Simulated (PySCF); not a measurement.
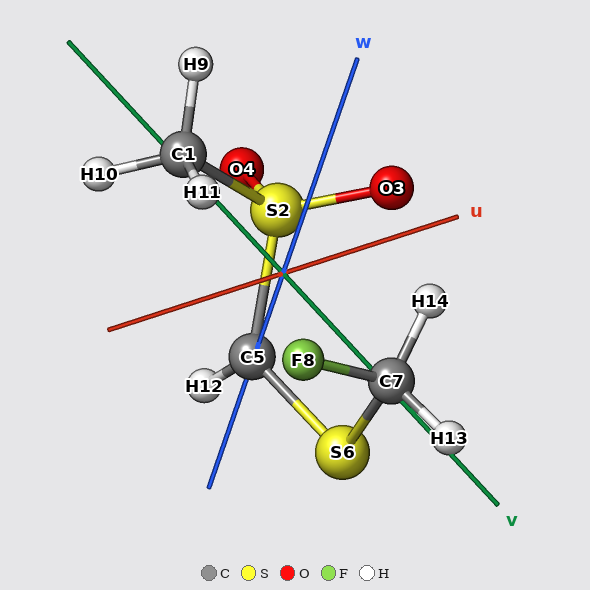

The lines u, v and w are the principal axes of the g tensor. The species is neutral and a spin doublet. The geometry was computed by an optimisation with GFN2-xTB. No frequency run is at hand to confirm it as a minimum. Properties computed with UKS B3LYP, pcH-1 on C F H O S, non-relativistic, mean-field spin-orbit, GIAO (PySCF 2.14.0).

Question. Along which axis does g lie farthest from the free-electron value?

Answer. Along w: the shift is 5140 ppm.

Give the principal values and shifts.

```tsv
axis	g	shift (ppm)
u	2.00226	−61
v	2.00433	2006
w	2.00746	5140
```
